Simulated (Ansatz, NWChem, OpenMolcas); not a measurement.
# A ladder of methods for SnH2Cl2 (SMILES [Cl][SnH2][Cl])

SnH2Cl2 has 5 atoms, charge 0, and is taken as a singlet. As SMILES, `[Cl][SnH2][Cl]`. The coordinates come from a PBE0-D4/def2-TZVP relaxation.

Each level gives the vertical electron affinity (to the doublet anion) (eV). The values are calculated.

The electron affinity is E(neutral) − E(anion): positive where the electron is bound.

```csv
level,kind,program,value (eV)
HF/def2-SVPD (core potential),Hartree–Fock,OpenMolcas,-1.21
SVWN5/def2-SVPD (core potential),LDA,NWChem,0.21
PBE/def2-SVPD (core potential),GGA,OpenMolcas,0.04
r2SCAN/def2-SVPD (core potential),meta-GGA,OpenMolcas,-0.08
PBE0/def2-SVPD (core potential),global hybrid,OpenMolcas,-0.11
CAM-B3LYP/def2-SVPD (core potential),range-separated hybrid,Ansatz,-0.13
B2PLYP/def2-SVPD (core potential),double hybrid,Ansatz,-0.29
RPA@PBE0/def2-SVPD (core potential),RPA,Ansatz,-0.45
MP2/def2-SVPD (core potential),perturbation theory,Ansatz,-0.66
CCSD/def2-SVPD (core potential),coupled cluster or CI,Ansatz,-0.66
```

Spin-orbit coupling is left out. Where it was recorded, the anion's HOMO is positive in HF/def2-SVPD, PBE/def2-SVPD, r2SCAN/def2-SVPD, PBE0/def2-SVPD, CAM-B3LYP/def2-SVPD, B2PLYP/def2-SVPD: a fault of the level (basis or self-interaction), which says nothing on whether the real anion is bound. The values span -1.21 to 0.21 eV. In the correlated wave-function rows the outer d shell of Sn is correlated, in sets not made for it. The second state's dipole differs much between rows, so they may not all be the same state. The levels disagree on the sign; a negative value means an electron held by the basis alone. Negative values mean that the anion is unbound at that level; they are set by how diffuse the basis is and aren't properties of the molecule, whose anion may well be bound.

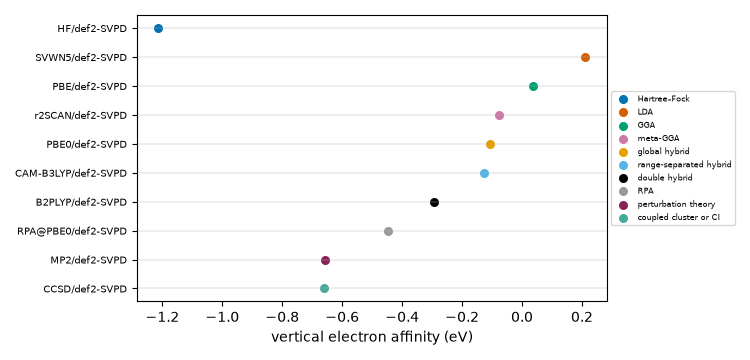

The values of the table, level by level.
